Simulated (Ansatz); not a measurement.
AlH2Br (SMILES [H][Al]([H])[Br]): the energy, rung by rung

AlH2Br: 4 atoms, total charge 0, spin state singlet. As SMILES, `[H][Al]([H])[Br]`. The shape comes from GFN2-xTB, which is rough for such elements, and wasn't checked as a minimum.

```xyz
4

Al    0.0860    0.1433    0.0012
H     1.6199    0.1412    0.0119
H    -0.6406    1.4941   -0.0212
Br   -1.0652   -1.7787    0.0081
```

Quantity: the energy change with the Al1–H3 bond stretched from 1.534 to 2.301 Å, in eV. The values are calculated.

| level | kind | program | value (eV) | less FCI/STO-3G | CPU time (all runs) |
| --- | --- | --- | --- | --- | --- |
| HF/STO-3G (restricted) | Hartree–Fock | Ansatz | 4.02 | +1.07 | 0.38 s |
| SVWN5/STO-3G (restricted) | LDA | Ansatz | 2.93 | -0.02 | 1.7 s |
| PBE0/STO-3G (restricted) | global hybrid | Ansatz | 3.19 | +0.24 | 2.6 s |
| B2PLYP/STO-3G (restricted) | double hybrid | Ansatz | 3.25 | +0.30 | 3.6 s |
| RPA@PBE/STO-3G (restricted) | RPA | Ansatz | 2.96 | +0.01 | 3.8 s |
| CCSD(T)/STO-3G (restricted) | coupled cluster or CI | Ansatz | 2.96 | +0.01 | 0.55 s |
| CCSD/STO-3G (restricted) | coupled cluster or CI | Ansatz | 2.99 | +0.04 | 0.55 s |
| FCI/STO-3G | exact in the basis | Ansatz | 2.95 | 0.00 | 11 s |

FCI/STO-3G is exact within its basis and frozen core, so for wave-function methods in that basis the difference is their error; functionals converge differently with the basis, so for them it is only a difference. Spin-restricted single references rise too steeply as a bond breaks, Hartree–Fock most of all. All-electron rows without a relativistic Hamiltonian named are non-relativistic. The first shape isn't each level's own minimum. The values span 2.93 to 4.02 eV. All rows use very small basis sets, so even the best lies far from the true value. In the correlated wave-function rows the outer d shell of Br is correlated, in sets not made for it. CPU times are rough (shared hosts, several kinds of processor): they show what a rung costs within a factor of a few.

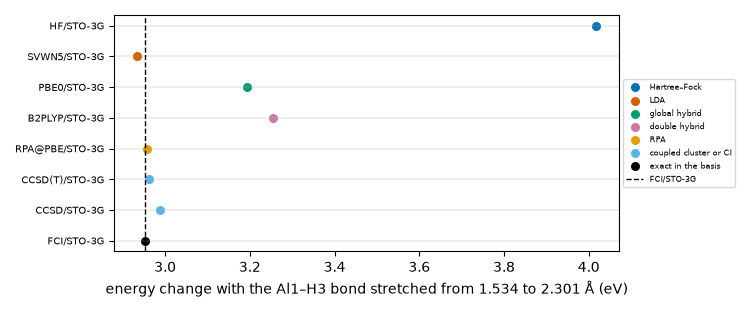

The values of the table, level by level.
